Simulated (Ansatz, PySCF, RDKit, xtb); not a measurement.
**BSi2NH6Cl2: ranking a sample of isomers**

Which of a sample of isomers of BSi2NH6Cl2 is the most stable in the gas at 298.15 K, and what are its properties? The sample is small against all isomers, and the most stable one of this formula need not be in it. One structure proposed beforehand is put among the starts (marked given), to see whether the search confirms or beats it.

Plan: many cheap relaxations first (GFN2-xTB), then density-functional screening, relaxation at PBE0-D4/def2-SVP, vibrations (at GFN2-xTB) and a final energy. The numbers are computed, not measured.

4 further runs of the same task are left out: 4 set aside as unsound or not needed.

### 1 Drawing up candidates

Isomers were drawn by moving bonds and hydrogen atoms under normal valences; this is a sample, not all of them. O–O, O–halogen and N–halogen bonds and N–N–N chains are not drawn. That gives 12 candidates. 16 further drawn patterns joined in a later round (c880, c543, c268, c630, c759, c788, c917, c845 and others).

| label | SMILES | spin |
| --- | --- | --- |
| c218 | BN[Si@H](Cl)[SiH2]Cl | singlet |
| c289 | [SiH3]N([SiH3])B(Cl)Cl | singlet |
| c328 | [SiH3][SiH2]NB(Cl)Cl | singlet |
| c359 | B[Si](Cl)(Cl)N[SiH3] | singlet |
| c499 | BN([SiH3])[SiH](Cl)Cl | singlet |
| c519 | [SiH3]N(BCl)[SiH2]Cl | singlet |
| c637 | N[SiH2]B[SiH](Cl)Cl | singlet |
| c673 | Cl[SiH2]BN[SiH2]Cl | singlet |
| c741 | [SiH3]NB[SiH](Cl)Cl | singlet |
| c848 | B[Si@H](Cl)N[SiH2]Cl | singlet |
| c890 | ClB[SiH2]N[SiH2]Cl | singlet |
| c914 | N[Si@H](Cl)B[SiH2]Cl | singlet |

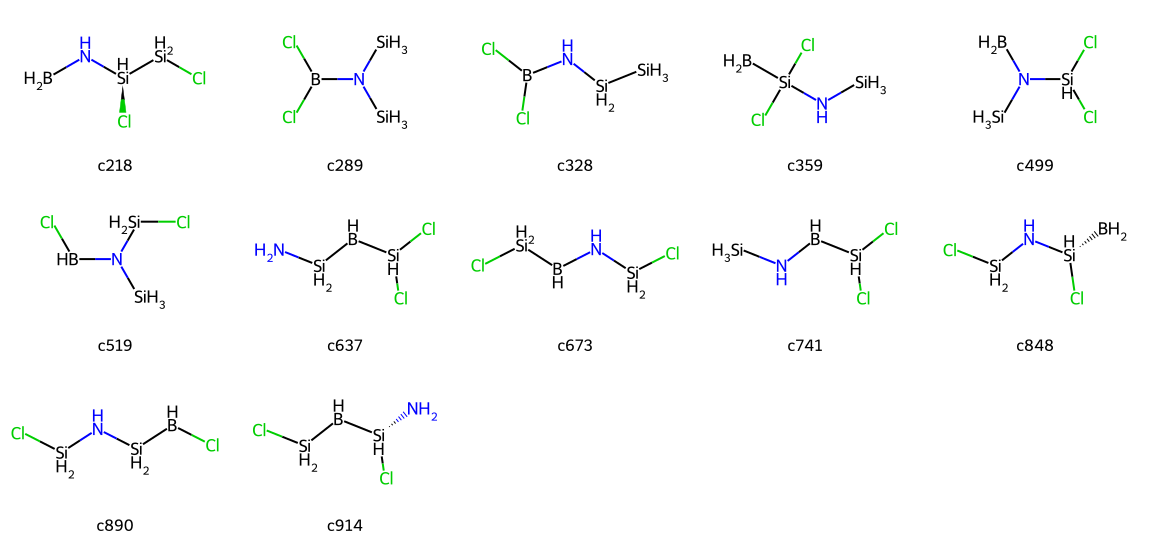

Structural formulas of the candidates.

Candidates are built by distance geometry, with a force field where one applies, in up to four conformers (letters a to d).

### 2 First filter: tight binding

All 77 starts are relaxed the same way. One of them, c528b (drawn by moving bonds of c218d, generation 2, embedded by distance geometry and UFF), in full:

File start.xyz:

```xyz
12
c528b
B     -1.210625     2.886257     0.031825
Cl     3.411061     0.445018    -0.128619
Cl     0.673097    -0.193593     1.898995
N     -2.182995     2.165580     0.957981
Si     0.299145     2.017194    -0.816286
Si     1.660183     1.264415     0.750157
H     -2.862973     2.845858     1.294587
H     -1.582581     1.898792     1.793594
H     -1.423142     4.025310    -0.239849
H     -0.176145     0.883767    -1.654881
H      0.997111     2.952037    -1.680087
H      2.063268     2.376683     1.634055
```

The run is started by

```
$ xtb start.xyz --gfn 2 --opt
```

The program printed (excerpt; [...] marks lines left out):

```text
* xtb version 6.7.1
[...]
          :  # basis functions                  54          :
[...]
          :  # electrons                        36          :
[...]
          :  Hamiltonian                  GFN2-xTB          :
[...]
          :  net charge                          0          :
          :  unpaired electrons                  0          :
[...]
   *** convergence criteria satisfied after 17 iterations ***
[...]
   *** GEOMETRY OPTIMIZATION CONVERGED AFTER 44 ITERATIONS ***
[...]
   *** convergence criteria satisfied after 3 iterations ***
[...]
         ::                     SUMMARY                     ::
         :::::::::::::::::::::::::::::::::::::::::::::::::::::
         :: total energy             -19.873180999060 Eh    ::
         :: gradient norm              0.000589896483 Eh/a0 ::
         :: HOMO-LUMO gap              3.420738987319 eV    ::
         ::.................................................::
         :: SCC energy               -19.997017425990 Eh    ::
         :: -> isotropic ES            0.056993006512 Eh    ::
         :: -> anisotropic ES         -0.002878553824 Eh    ::
         :: -> anisotropic XC          0.000515468069 Eh    ::
         :: -> dispersion             -0.010327878633 Eh    ::
         :: repulsion energy           0.123836426929 Eh    ::
         :: add. restraining           0.000000000000 Eh    ::
         :: total charge              -0.000000000000 e     ::
         :::::::::::::::::::::::::::::::::::::::::::::::::::::
[...]
        18        2.0000           -0.3671844              -9.9916 (HOMO)
        19                         -0.2414746              -6.5709 (LUMO)
[...]
          | TOTAL ENERGY              -19.873180999060 Eh   |
          | GRADIENT NORM               0.000589896483 Eh/α |
          | HOMO-LUMO GAP               3.420738987319 eV   |
           -------------------------------------------------
[...]
```

It took 0.34 s on 2 threads of Arm Neoverse V2, shared host.

### 3 The minima found

77 of the 77 relaxations converged; the search merged 4 into others by its test of bonds and energy. 73 distinct structures remain, the lowest 22 here:

| label | start | SMILES after | spin | energy (kcal/mol) | note |
| --- | --- | --- | --- | --- | --- |
| c519b | drawn | [SiH3]N(BCl)[SiH2]Cl | singlet | 0.0 |  |
| c519d | drawn | [SiH3]N(BCl)[SiH2]Cl | singlet | 0.3 |  |
| c519a | drawn | [SiH3]N(BCl)[SiH2]Cl | singlet | 0.7 |  |
| c519c | drawn | [SiH3]N(BCl)[SiH2]Cl | singlet | 1.0 |  |
| c499c | drawn | BN([SiH3])[SiH](Cl)Cl | singlet | 4.0 |  |
| c499b | drawn | BN([SiH3])[SiH](Cl)Cl | singlet | 4.0 |  |
| c499a | drawn | BN([SiH3])[SiH](Cl)Cl | singlet | 4.1 |  |
| c499d | drawn | BN([SiH3])[SiH](Cl)Cl | singlet | 5.0 |  |
| c289a | given | [SiH3]N([SiH3])B(Cl)Cl | singlet | 8.2 |  |
| c673c | drawn | Cl[SiH2]BN[SiH2]Cl | singlet | 19.8 |  |
| c218d | drawn | BN[Si@H](Cl)[SiH2]Cl | singlet | 21.2 |  |
| c673d | drawn | Cl[SiH2]BN[SiH2]Cl | singlet | 21.2 |  |
| c741c | drawn | [SiH3]NB[SiH](Cl)Cl | singlet | 21.3 |  |
| c741d | drawn | [SiH3]NB[SiH](Cl)Cl | singlet | 21.4 |  |
| c218c | drawn | BN[Si@H](Cl)[SiH2]Cl | singlet | 21.6 |  |
| c673a | drawn | Cl[SiH2]BN[SiH2]Cl | singlet | 21.7 |  |
| c741b | drawn | [SiH3]NB[SiH](Cl)Cl | singlet | 21.8 |  |
| c218b | drawn | BN[Si@H](Cl)[SiH2]Cl | singlet | 22.1 |  |
| c218a | drawn | BN[Si@H](Cl)[SiH2]Cl | singlet | 22.1 |  |
| c673b | drawn | Cl[SiH2]BN[SiH2]Cl | singlet | 22.1 |  |
| c741a | drawn | [SiH3]NB[SiH](Cl)Cl | singlet | 22.2 |  |
| c848d | drawn | [Cl][SiH]1[BH2][Cl][SiH2][NH]1 ‡ | singlet | 22.6 | bonds changed |

‡ marks the bonded skeleton alone, with all bonds drawn single: no Lewis structure was assigned that passes a check against the bond lengths.

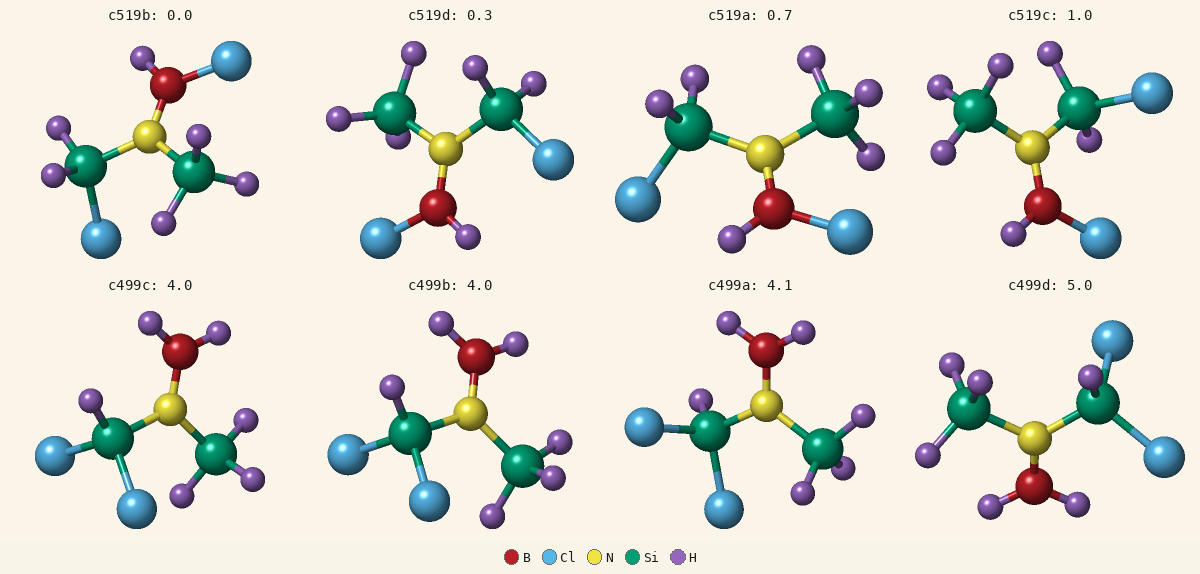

The 8 lowest minima that did not fall apart, with their GFN2-xTB energies in kcal/mol.

### 4 Screening with a density functional

A choice of the minima (the low ones first, few conformers of a pattern, up to a cap) and the lowest that fell apart get a single point at r2SCAN-D4/def2-SVP on the tight-binding geometry, and one at HF/STO-3G for comparison. Some singlets are also tried as triplets at the same geometry (label ending in t). Within 30 kcal/mol but not screened, among others: c519a, c519c, c499a, c499d, c218c, c673a, c741b, c218b, c218a, c673b and 16 more. The first, c289a:

File input.yaml:

```yaml
crystal:
  periodic: [false, false, false]
  atoms:
    - {symbol: B, position_ang: [-0.186916, 1.530819, -0.078108]}
    - {symbol: Cl, position_ang: [0.864946, 2.497537, -1.054579]}
    - {symbol: Cl, position_ang: [-1.456844, 2.302616, 0.809796]}
    - {symbol: "N", position_ang: [-0.015649, 0.155949, -0.008197]}
    - {symbol: Si, position_ang: [-1.120284, -0.758634, 1.032541]}
    - {symbol: Si, position_ang: [1.297230, -0.558393, -0.958471]}
    - {symbol: H, position_ang: [-0.673333, -2.141170, 0.905706]}
    - {symbol: H, position_ang: [-2.472016, -0.576218, 0.511737]}
    - {symbol: H, position_ang: [-0.955818, -0.262743, 2.395981]}
    - {symbol: H, position_ang: [1.191657, -1.990164, -0.700002]}
    - {symbol: H, position_ang: [2.554229, -0.007842, -0.459034]}
    - {symbol: H, position_ang: [1.049699, -0.246857, -2.363269]}
basis:
  gaussian:
    orbitals: def2-SVP
output:
  orbitals: {seedname: orbitals}
hamiltonian:
  xc: {name: r2SCAN}
  dispersion: d4
total_charge: 0
scf:
  lower_state_search: off
```

The run is started by

```
$ ansatz run input.yaml --threads 2 --pin off --max-ram 6090MiB --events-out events.jsonl --progress --plain --runs-dir runs
```

The program printed (excerpt; [...] marks lines left out):

```text
Warning: RAYON_NUM_THREADS=2 ignored (pool sized by the plan → 2); use --threads N
Functional definition: r2SCAN
  name "r2SCAN"
[...]
1456 factors; their error is unknown
[...]
mean field -43050.14516886 eV, -1582.0636545193 hartree, gradient 4.9e-6 eV, S^2 0.000000; 0 other end points of the search recorded, 0 dependent functions left out
reference -43050.14517971 eV, -1582.0636549180 hartree; 40, 40 occupied and 90, 90 virtual orbitals, 1456 factors
Total energy: -43050.24975757 eV, -1582.0674980834 hartree
Checks for a lower state left out: stability, starts, cluster_reference, orbital_swaps, neighbouring_geometries, increment
```

Wall time 3.6 s (2 threads of Arm Neoverse V2, shared host); peak memory 0.17 GiB.

Relative energies in kcal/mol, each column from its lowest structure that stays in one piece:

| label | SMILES | spin | GFN2-xTB | HF/STO-3G | r2SCAN-D4/def2-SVP |
| --- | --- | --- | --- | --- | --- |
| c499c | BN([SiH3])[SiH](Cl)Cl | singlet | 4.0 | 0.0 | 0.0 |
| c499b | BN([SiH3])[SiH](Cl)Cl | singlet | 4.0 | 0.6 | 0.3 |
| c519b | [SiH3]N(BCl)[SiH2]Cl | singlet | 0.0 | 1.1 | 0.5 |
| c289a | [SiH3]N([SiH3])B(Cl)Cl | singlet | 8.2 | 5.2 | 2.0 |
| c519d | [SiH3]N(BCl)[SiH2]Cl | singlet | 0.3 | 4.4 | 2.8 |
| c741c | [SiH3]NB[SiH](Cl)Cl | singlet | 21.3 | 5.8 | 11.8 |
| c741d | [SiH3]NB[SiH](Cl)Cl | singlet | 21.4 | 6.0 | 12.1 |
| c673c | Cl[SiH2]BN[SiH2]Cl | singlet | 19.8 | 7.6 | 12.6 |
| c218d | BN[Si@H](Cl)[SiH2]Cl | singlet | 21.2 | 6.1 | 13.8 |
| c673d | Cl[SiH2]BN[SiH2]Cl | singlet | 21.2 | 10.2 | 16.0 |
| c499ct | BN([SiH3])[SiH](Cl)Cl | triplet | – | – | 130.3 |
| c519bt | [SiH3]N(BCl)[SiH2]Cl | triplet | – | – | 137.8 |

### 5 Refinement at PBE0-D4/def2-SVP

4 candidates are relaxed at PBE0-D4/def2-SVP (chosen among the lowest in one piece). The first, c289a:

File input.yaml:

```yaml
crystal:
  periodic: [false, false, false]
  atoms:
    - symbol: B
      position_ang: [-0.186916, 1.530819, -0.078108]
    - symbol: Cl
      position_ang: [0.864946, 2.497537, -1.054579]
    - symbol: Cl
      position_ang: [-1.456844, 2.302616, 0.809796]
    - symbol: "N"
      position_ang: [-0.015649, 0.155949, -0.008197]
    - symbol: Si
      position_ang: [-1.120284, -0.758634, 1.032541]
    - symbol: Si
      position_ang: [1.297230, -0.558393, -0.958471]
    - symbol: H
      position_ang: [-0.673333, -2.141170, 0.905706]
    - symbol: H
      position_ang: [-2.472016, -0.576218, 0.511737]
    - symbol: H
      position_ang: [-0.955818, -0.262743, 2.395981]
    - symbol: H
      position_ang: [1.191657, -1.990164, -0.700002]
    - symbol: H
      position_ang: [2.554229, -0.007842, -0.459034]
    - symbol: H
      position_ang: [1.049699, -0.246857, -2.363269]
basis:
  gaussian:
    orbitals: def2-SVP
relax:
  f_tol: 0.006
hamiltonian:
  xc: pbe0
  dispersion: d4
scf:
  lower_state_search: "off"
```

The run is started by

```
$ ansatz run input.yaml --threads 2 --pin off --max-ram 6090MiB --events-out events.jsonl --progress --plain --runs-dir runs
```

The program printed (excerpt; [...] marks lines left out):

```text
Warning: RAYON_NUM_THREADS=2 ignored (pool sized by the plan → 2); use --threads N
[...]
Functional definition: PBE0
  name "PBE0"
[...]
1337 factors; integrals over basis functions are off by at most 5.9e-4 eV
[...]
mean field -43036.75501166 eV, -1581.5715753183 hartree, gradient 3.9e-6 eV, S^2 0.000000; 0 other end points of the search recorded, 0 dependent functions left out
[...]
Atom 8 at    -1.009201    -0.326119     2.446311 Å, force     0.000130    -0.000386    -0.000054 eV/Å
Atom 9 at     1.235951    -2.022761    -0.687968 Å, force    -0.000080    -0.000693     0.000208 eV/Å
Atom 10 at     2.620294    -0.030414    -0.517877 Å, force    -0.000484    -0.000207    -0.000246 eV/Å
Atom 11 at     1.099245    -0.309842    -2.409006 Å, force     0.000084    -0.000411     0.000206 eV/Å
Dipole moment:     0.040366    -0.324249     0.016443 e Å
Checks for a lower state left out: stability, starts, cluster_reference, orbital_swaps, neighbouring_geometries, increment
```

Run time: 31 s. Hardware: 2 threads of Arm Neoverse V2, shared host; peak memory 0.3 GiB.

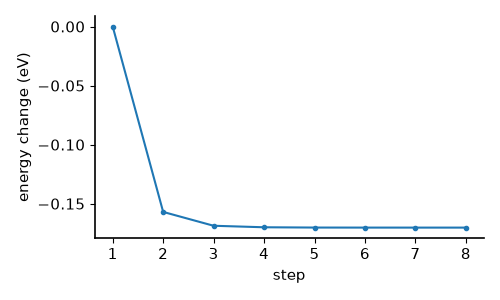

Energy along the run, all evaluated steps.

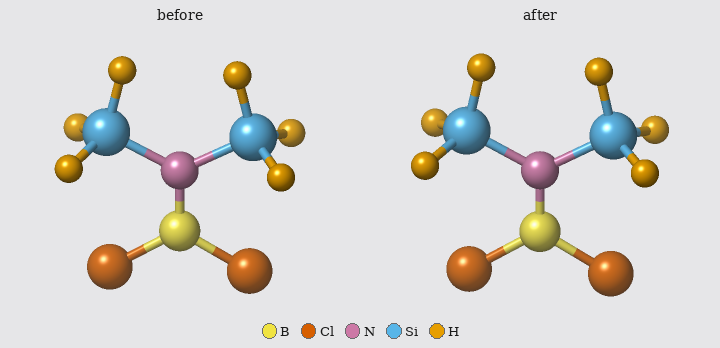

Before and after, at one scale.

After the run. Bond lengths: B1–Cl2 1.769 Å, B1–Cl3 1.769 Å, B1–N4 1.406 Å, N4–Si5 1.784 Å, N4–Si6 1.784 Å, Si5–H7 1.490 Å, Si5–H8 1.489 Å, Si5–H9 1.489 Å, Si6–H10 1.490 Å, Si6–H11 1.489 Å, Si6–H12 1.489 Å. Some angles: Cl2–B1–Cl3 117.5°, Cl2–B1–N4 121.3°, Cl3–B1–N4 121.3°, B1–N4–Si5 118.6°, B1–N4–Si6 118.6°, Si5–N4–Si6 122.8°, N4–Si5–H7 106.6°, N4–Si5–H8 110.5°, N4–Si5–H9 110.5°, N4–Si6–H10 106.6°.

### 6 After refinement

| label | spin | r2SCAN-D4/def2-SVP (kcal/mol) | PBE0-D4/def2-SVP, relaxed (kcal/mol) | time | note |
| --- | --- | --- | --- | --- | --- |
| c519b | singlet | 0.5 | 0.0 | 35 s |  |
| c499c | singlet | 0.0 | 1.4 | 98 s |  |
| c499b | singlet | 0.3 | 1.4 | 1.8 min | same minimum as c499c |
| c289a | singlet | 2.0 | 2.8 | 31 s |  |

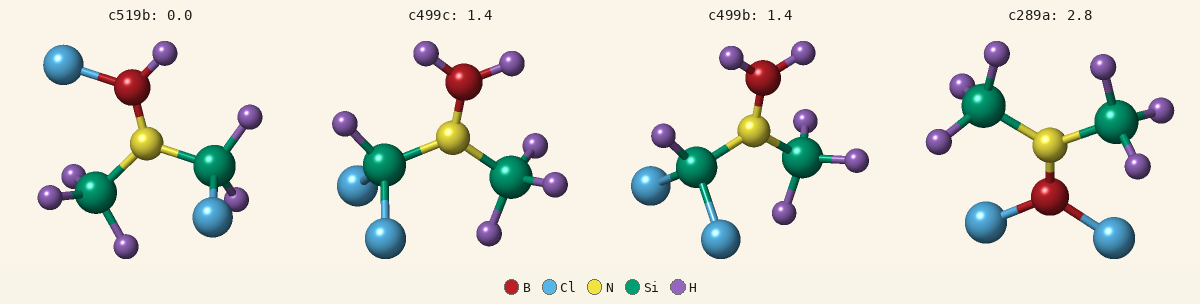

The relaxed structures, with energies at PBE0-D4/def2-SVP in kcal/mol.

### 7 Are they minima? Harmonic frequencies

The lowest few go on as finalists. In this search the thermal terms come from GFN2-xTB at its own nearest minimum. The first, c289a:

File start.xyz:

```xyz
12
c289a
B     -0.190657     1.581168    -0.077148
Cl     0.865743     2.588137    -1.077095
Cl    -1.473623     2.393649     0.830450
N     -0.017480     0.188076    -0.006808
Si    -1.122201    -0.758947     1.025828
Si     1.297655    -0.558095    -0.954042
H     -0.700807    -2.183019     0.906341
H     -2.528016    -0.616932     0.555117
H     -1.009201    -0.326119     2.446311
H      1.235951    -2.022761    -0.687968
H      2.620294    -0.030414    -0.517877
H      1.099245    -0.309842    -2.409006
```

The run is started by

```
$ xtb start.xyz --gfn 2 --ohess tight
```

The program printed (excerpt; [...] marks lines left out):

```text
[...]
         ::                     SUMMARY                     ::
         :::::::::::::::::::::::::::::::::::::::::::::::::::::
         :: total energy             -19.938429299667 Eh    ::
         :: gradient norm              0.000516807707 Eh/a0 ::
         :: HOMO-LUMO gap              5.114957244625 eV    ::
         ::.................................................::
         :: SCC energy               -20.052820385461 Eh    ::
         :: -> isotropic ES            0.083550808251 Eh    ::
         :: -> anisotropic ES         -0.003392838236 Eh    ::
         :: -> anisotropic XC         -0.006891913600 Eh    ::
         :: -> dispersion             -0.011995650527 Eh    ::
         :: repulsion energy           0.114391085794 Eh    ::
         :: add. restraining           0.000000000000 Eh    ::
         :: total charge               0.000000000000 e     ::
         :::::::::::::::::::::::::::::::::::::::::::::::::::::
[...]
          | TOTAL ENERGY              -19.938429299673 Eh   |
          | TOTAL ENTHALPY            -19.866720088737 Eh   |
          | TOTAL FREE ENERGY         -19.911843424232 Eh   |
          | GRADIENT NORM               0.000516984109 Eh/α |
[...]
```

Run time: 0.35 s. Hardware: 2 threads of Arm Neoverse V2, shared host.

### 8 Zero-point energy and free-energy terms

As xtb prints them, at 298.15 K, with its own treatment of low modes:

| label | SMILES | spin | lowest mode (cm⁻¹) | zero-point (kcal/mol) | G − E (kcal/mol) |
| --- | --- | --- | --- | --- | --- |
| c519b | [SiH3]N(BCl)[SiH2]Cl | singlet | 34 | 39.5 | 17.4 |
| c499c | BN([SiH3])[SiH](Cl)Cl | singlet | 17i | 39.6 | 17.0 |
| c289a | [SiH3]N([SiH3])B(Cl)Cl | singlet | 53 | 38.3 | 16.7 |

c499c keeps an imaginary mode, a small one that points to a nearly free motion; the harmonic terms are rough for it.

### 9 Energies at the top level

Single points at CCSD(T)/def2-SVP + MP2/def2-TZVPP - MP2/def2-SVP on the refined geometries decide the order.

c519b, CCSD(T)/def2-SVP:

File input.yaml:

```yaml
crystal:
  periodic: [false, false, false]
  atoms:
    - symbol: B
      position_ang: [0.106771, -1.903247, 0.431327]
    - symbol: Cl
      position_ang: [-1.650827, -2.116852, 0.481250]
    - symbol: Cl
      position_ang: [2.852521, 0.807127, -0.928532]
    - symbol: "N"
      position_ang: [0.667970, -0.651108, 0.755559]
    - symbol: Si
      position_ang: [-0.379317, 0.737953, 1.168816]
    - symbol: Si
      position_ang: [2.406929, -0.433349, 0.664605]
    - symbol: H
      position_ang: [-1.270747, 1.082137, 0.029224]
    - symbol: H
      position_ang: [-1.170750, 0.442256, 2.393756]
    - symbol: H
      position_ang: [0.556147, 1.868415, 1.437702]
    - symbol: H
      position_ang: [0.773193, -2.856103, 0.117200]
    - symbol: H
      position_ang: [2.896923, 0.241022, 1.894250]
    - symbol: H
      position_ang: [3.053823, -1.749205, 0.446357]
basis:
  gaussian: {orbitals: def2-SVP}
correlation: {method: ccsd_t, frozen_orbitals: {B: 1, Cl: 5, "N": 1, Si: 5, H: 0}}
```

The run is started by

```
$ ansatz run input.yaml --threads 2 --pin off --max-ram 6090MiB --events-out events.jsonl --progress --plain --runs-dir runs
```

The program printed (excerpt; [...] marks lines left out):

```text
Warning: RAYON_NUM_THREADS=2 ignored (pool sized by the plan → 2); use --threads N
Functional definition: HF
  name "HF"
[...]
1239 factors; integrals over basis functions are off by at most 1.4e-3 eV
[...]
mean field -42970.70990038 eV, -1579.1444622458 hartree, gradient 2.5e-6 eV, S^2 0.000000; 0 other end points of the search recorded, 0 dependent functions left out
22 core orbitals not correlated: weight in the atoms' cores, before any rotation towards them, 1.000 or more for the frozen orbitals, at most 0.000 for the correlated occupied ones
reference -42970.70990038 eV, -1579.1444622458 hartree; 18, 18 occupied and 90, 90 virtual orbitals, 1239 factors
second order -19.34005872 eV of doubles, -0.00000000 eV of singles
cycle   1  -20.61800021 eV  change    -1.3e0 eV  update   1.1e-1
[...]
cycle   9  -21.29196106 eV  change   -1.2e-5 eV  update   1.9e-5
perturbative correction -0.57390900 eV, -0.0210907668 hartree
Total energy: -42992.57577044 eV, -1579.9480181493 hartree
```

It took 23 s on 2 threads of Arm Neoverse V2, shared host; peak memory 0.69 GiB.

### 10 c519b at MP2/def2-TZVPP

File input.yaml:

```yaml
crystal:
  periodic: [false, false, false]
  atoms:
    - {symbol: B, position_ang: [0.106771, -1.903247, 0.431327]}
    - {symbol: Cl, position_ang: [-1.650827, -2.116852, 0.481250]}
    - {symbol: Cl, position_ang: [2.852521, 0.807127, -0.928532]}
    - {symbol: "N", position_ang: [0.667970, -0.651108, 0.755559]}
    - {symbol: Si, position_ang: [-0.379317, 0.737953, 1.168816]}
    - {symbol: Si, position_ang: [2.406929, -0.433349, 0.664605]}
    - {symbol: H, position_ang: [-1.270747, 1.082137, 0.029224]}
    - {symbol: H, position_ang: [-1.170750, 0.442256, 2.393756]}
    - {symbol: H, position_ang: [0.556147, 1.868415, 1.437702]}
    - {symbol: H, position_ang: [0.773193, -2.856103, 0.117200]}
    - {symbol: H, position_ang: [2.896923, 0.241022, 1.894250]}
    - {symbol: H, position_ang: [3.053823, -1.749205, 0.446357]}
basis:
  gaussian: {orbitals: def2-TZVPP}
correlation: {method: mp2, frozen_orbitals: {B: 1, Cl: 5, "N": 1, Si: 5, H: 0}}
```

The run is started by

```
$ ansatz run input.yaml --threads 2 --pin off --max-ram 6090MiB --events-out events.jsonl --progress --plain --runs-dir runs
```

The program printed (excerpt; [...] marks lines left out):

```text
Warning: RAYON_NUM_THREADS=2 ignored (pool sized by the plan → 2); use --threads N
[... 2 set-up lines as earlier in the session ...]
[...]
1829 factors; integrals over basis functions are off by at most 1.1e-3 eV
[...]
mean field -42987.47196786 eV, -1579.7604568638 hartree, gradient 4.0e-6 eV, S^2 0.000000; 0 other end points of the search recorded, 0 dependent functions left out
22 core orbitals not correlated: weight in the atoms' cores, before any rotation towards them, 1.000 or more for the frozen orbitals, at most 0.000 for the correlated occupied ones
reference -42987.47196786 eV, -1579.7604568638 hartree; 18, 18 occupied and 274, 274 virtual orbitals, 1829 factors
second order -25.33663281 eV of doubles, -0.00000000 eV of singles
Total energy: -43012.80860067 eV, -1580.6915609457 hartree
```

Wall time 15 s (2 threads of Arm Neoverse V2, shared host); peak memory 0.99 GiB.

(Part 1 of 2 ends here.)
